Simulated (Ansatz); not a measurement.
Partial pair distribution functions of a relaxed model of amorphous Ti20O43In2, broadened by 0.06 Å; density 3.87 g/cm³. Computed with PBE, scalar-relativistic without spin-orbit coupling (plane waves to 420 eV, PAW; Ansatz, a program for electronic structure).

It comes from a melt-quench run on a machine-learned potential (CHGNet), relaxed afterwards by DFT. O atoms were pushed apart under 1.9 Å during the dynamics, to hinder bonds among them. The hot cell started wider than the set density and was brought back towards it in steps. It is the lowest in DFT energy of 2 quenches. It is a model cell: composition and starting density were chosen by hand, and all elements were melted together. No dispersion term was used. Its density started from a set value of 3.87 and ended at 3.87 g/cm³. The quench (nominally 240 K/ps over its main leg) was far faster than any real one, so the model tends to hold more defects than a real film. A cell of this size samples the disorder only roughly. The volume was held where the preparation left it and the shape relaxed, at a PBE pressure of 1.1 GPa. Stress components on the final sampling reach 1.1 GPa.

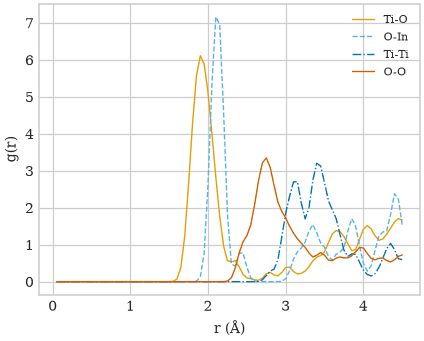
Partial pair distribution functions

Highest peaks under 4.5 Å: Ti-O near 1.90 Å, O-In near 2.10 Å, Ti-Ti near 3.40 Å, O-O near 2.75 Å; pairs of few atoms are noisy.

Within 2.56 Å each Ti has 5.60 O neighbours on average.
